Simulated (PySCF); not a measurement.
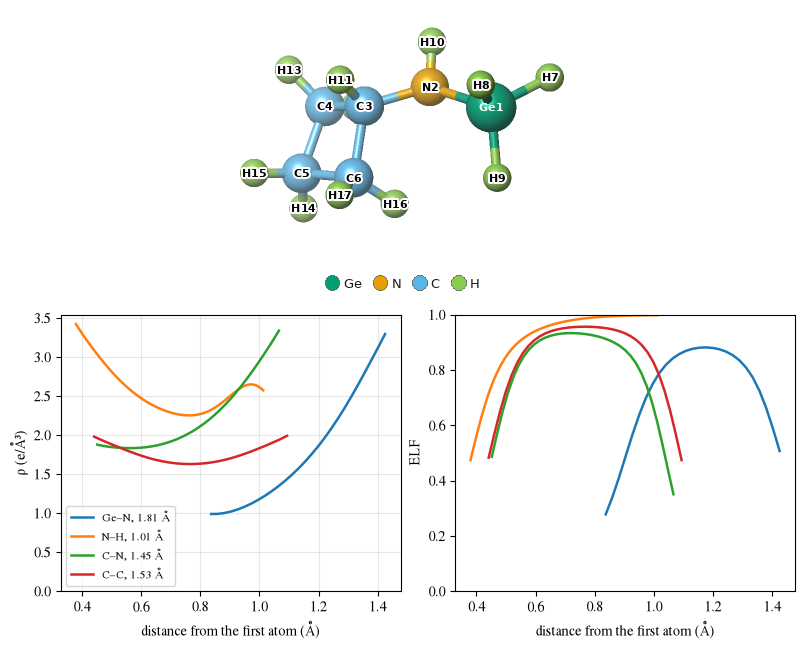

Figure 1: C₄H₁₁GeN (SMILES [GeH3][NH]C1CCC1). Electron density and electron localisation function along straight lines between neighbouring atoms. The curves leave out the atomic cores. The structure is drawn too.

Geometry: GFN2-xTB.

Method: CAM-B3LYP/def2-SVPD, SCF density, gas phase (PySCF 2.14.0).

```tsv
atom	x (Å)	y (Å)	z (Å)
Ge	2.5447	-0.3036	-0.4468
N	1.1106	0.7179	-0.0287
C	-0.0933	0.1883	0.5709
C	-1.3593	1.0481	0.3862
C	-2.1157	-0.2076	-0.0704
C	-0.7745	-0.9393	-0.2180
H	3.5381	0.6534	-1.0146
H	3.1737	-1.0559	0.7005
H	2.1180	-1.3004	-1.4726
H	1.3484	1.6053	0.3981
H	0.0476	-0.0860	1.6260
H	-1.2298	1.7718	-0.4155
H	-1.7371	1.5517	1.2740
H	-2.7099	-0.1075	-0.9758
H	-2.7363	-0.6303	0.7170
H	-0.4247	-0.9554	-1.2478
H	-0.7076	-1.9385	0.2075
```

> What can be read from the curves?

Ge–N (1.81 Å): the density is about 1 e/Å³ at the midpoint; the ELF peaks at about 0.90 in the valence shell of N, 0.6 Å from its nucleus, and is about 0.50 at the midpoint.
N–H (1.01 Å): the density is about 2.8 e/Å³ at the midpoint; the ELF climbs to about 1 towards the hydrogen, as it does in any bond to H (a covalent bond by its length).
C–N (1.45 Å): the density is about 1.9 e/Å³ at the midpoint; the ELF peaks at about 0.95 between the atoms (localised, covalent bonding).
C–C (1.53 Å): ρ at the midpoint is about 1.6 e/Å³; the ELF peaks at about 0.95 between the atoms (a shared electron pair).
